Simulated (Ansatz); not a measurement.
Ni (fcc, Cu type)

```xyz
1
Lattice="0.0000 1.7316 1.7316 1.7316 0.0000 1.7316 1.7316 1.7316 0.0000" Properties=species:S:1:pos:R:3 pbc="T T T"
Ni     0.0000     0.0000     0.0000
```

The volume is varied about the relaxed value V₀ at fixed cell shape. Symmetry pins the atoms to their sites.

Calculation: PBEsol (plane waves to 420 eV, PAW, scalar-relativistic; Ansatz, a program for electronic structure). k mesh 23×23×23 (Γ-centred), Fermi-Dirac smearing 0.05 eV. The energy includes the smearing's −TS. Ni was relaxed with its symmetry unable to fall. Relaxed Ni ends ferromagnetic. The PAW data are Ansatz's earlier set. The magnetic order is the one the run started from; other orders were not tried. ΔE is measured from the relaxed starting cell.

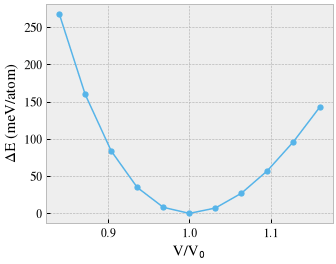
Figure. ΔE (meV/atom) against V/V₀; one marker a computed point.

### Question
What is ΔE at V/V₀ = 0.840?

### Answer
About 270 meV/atom.

### Question
What is ΔE at V/V₀ = 1.160?

### Answer
About 140 meV/atom.

### Question
What bulk modulus B₀ follows from a third-order Birch-Murnaghan fit?

### Answer
About 230 GPa.

(A scan under strain: stresses follow from slopes of the energy per volume, elastic moduli from its curvatures.)
